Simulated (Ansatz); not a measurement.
Consider NaF in the rock salt structure (space group Fm-3m, No. 225; a = 4.6291 Å). Axes: x, y, z lie along the cube axes.

One thing is altered: biaxial strain +0.50 %, plane normal [001], relaxed out of plane (Cartesian); in-plane vectors clamped, the third vector and the atoms free.

Method: plane-wave PAW DFT at the PBEsol level (Ansatz, an electronic-structure program, 420 eV), without spin-orbit coupling.

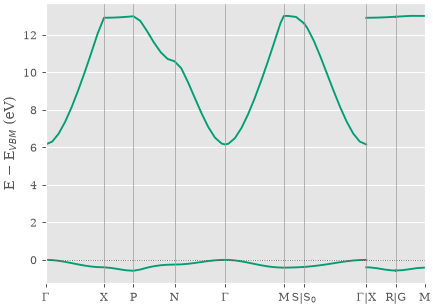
Highest valence and lowest conduction band along the path of the changed cell's own zone

The gap is 6.16 eV, direct at Γ; the base has 6.20 eV.

Stability against distortions was not tested. k-point labels follow each cell's own Brillouin zone.
